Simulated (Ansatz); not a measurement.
## ScAl2: x(K) = 0.25, 12 atoms, R3m

Base system: ScAl₂ in the cubic Laves (MgCu2 type) structure (space group Fd-3m, No. 227; a = 7.527 Å; a cell from a computed database, its experimental status unchecked).

The other end (x = 1) is KAl2 in the cubic Laves (MgCu2 type) structure (space group Fd-3m, No. 227; a hypothetical phase, not in the database extracts checked): 23.84 Å³/atom, gap zero; this end may not be an ambient phase.

It is then changed as follows: K replaces 25.0 % of the Sc, ordered in a cell of 12 atoms (starting symmetry R3m) and fully relaxed.

All numbers come from PBEsol, PAW, 420 eV (Ansatz, a first-principles code; spin-orbit coupling left out). k-mesh 10×10×10 (Γ-centred); smearing 0.05 eV (Fermi–Dirac), for the changed cell.

The volume per atom goes up by 1.17 Å³ (17.77 Å³ → 18.94 Å³) and the density shrinks by 0.23 g/cm³, from 3.08 g/cm³ to 2.85 g/cm³. The shortest interatomic distance decreases by 0.015 Å (2.661 Å → 2.646 Å) and the band gap remains zero. The mixing energy comes out as +0.08 eV/atom (to 0.01 eV only: unlike meshes or grids) (against an end that may be hypothetical) and the deviation of the volume from the linear (Vegard-type) interpolation amounts to -1.8 %.

Final structure:

```yaml
crystal:
  lattice:
    - [2.71853, 1.56955, 8.87944]
    - [-2.71853, 1.56955, 8.87944]
    - [0.00000, -3.13909, 8.87944]
  atoms:
    - { symbol: Sc, position: [0.99843, 0.99843, 0.99843] }
    - { symbol: Sc, position: [0.50089, 0.50089, 0.50089] }
    - { symbol: K, position: [0.37468, 0.37468, 0.37468] }
    - { symbol: Sc, position: [0.87529, 0.87529, 0.87529] }
    - { symbol: Al, position: [0.93968, 0.93968, 0.44409] }
    - { symbol: Al, position: [0.43640, 0.43640, 0.92974] }
    - { symbol: Al, position: [0.44409, 0.93968, 0.93968] }
    - { symbol: Al, position: [0.92974, 0.43640, 0.43640] }
    - { symbol: Al, position: [0.68732, 0.68732, 0.68732] }
    - { symbol: Al, position: [0.18741, 0.18741, 0.18741] }
    - { symbol: Al, position: [0.93968, 0.44409, 0.93968] }
    - { symbol: Al, position: [0.43640, 0.92974, 0.43640] }
```

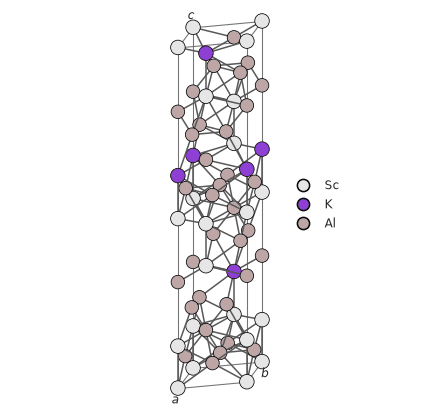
Figure: The relaxed conventional cell after the change

Cost of the whole job for the changed cell (relaxation, final SCF and bands): very roughly 10 core-minutes.

Each cell is one ordered arrangement of few atoms, which overstates ordering effects compared with a random alloy. Whether these cells are dynamically stable was not tested. The final runs are not spin-polarised. KSc3Al8 and ScAl2 have a high density of states at the Fermi level and may be magnetic at this level.
